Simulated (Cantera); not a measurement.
Charge: 1 mol Si3N4, 0.063 mol H2, at 1280 Torr.

These are equilibrium values from Cantera (NASA tables, ideal gas, pure condensed phases), not measurements of a reactor. Candidate condensed phases: Si, Si3N4; 18 gas species. Mutual solubility and eutectic melting of coexisting phases are not modelled. The tables' values for SiN are old estimates; treat these amounts as uncertain. Gases not in the tables: Si2H6 and higher silanes. The numbers say what is thermodynamically allowed, not how fast it happens.

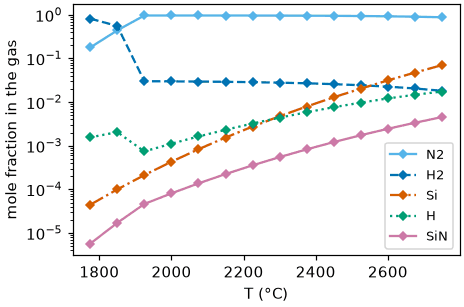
Fig. 1. Equilibrium gas composition (values under 1e-9 drawn at 1e-9)

From 1775 °C to 1850 °C the condensed part is Si(l) + Si3N4(s). From 1925 °C to 2750 °C the condensed part is Si(l). The main Si-bearing gas is SiH2 at 1775 °C and Si at 2750 °C.
